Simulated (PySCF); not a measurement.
SMILES C#CBO, singlet at its PBE0/def2-SVP optimised geometry (Å):

```
7

B      0.3074    -0.7138     0.0000
C     -0.4597     0.6119     0.0000
C     -1.0188     1.6934    -0.0002
H     -1.5201     2.6450    -0.0003
H      1.5201    -0.7138     0.0000
O     -0.3823    -1.8733     0.0005
H      0.1926    -2.6450    -0.0004
```

Computed with PBE0/def2-TZVP run with PySCF.

Map of the log10 of the electron density (e/bohr³), floored at −4 on the plane z = 0.8 Å:

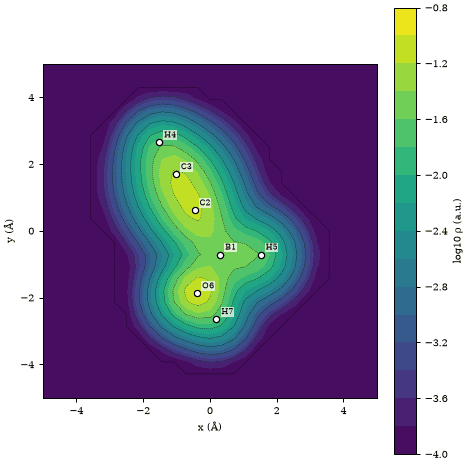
*Log10 of the electron density (e/bohr³), floored at −4 on the plane z = 0.8 Å.*
